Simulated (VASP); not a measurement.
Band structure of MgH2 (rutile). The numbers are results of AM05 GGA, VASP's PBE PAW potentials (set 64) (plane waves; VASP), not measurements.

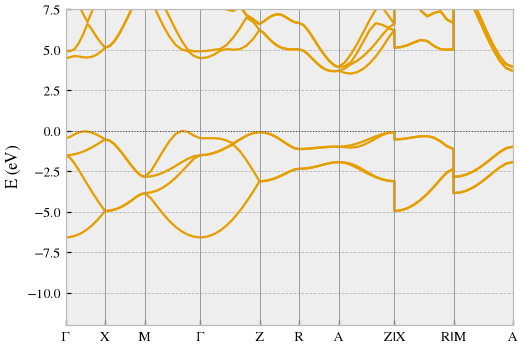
Figure. Bands along high-symmetry lines, zero at the valence-band maximum or, without a gap, the Fermi level

Read the plot: is there a gap, and where are the band edges?

The gap is indirect, 3.53 eV, from the valence maximum at M-Γ at 0.67 to the conduction minimum at A-Z at 0.22. (Edges off the drawn lines would not show.)

The compound is MgH2 in the rutile structure. It was relaxed first.
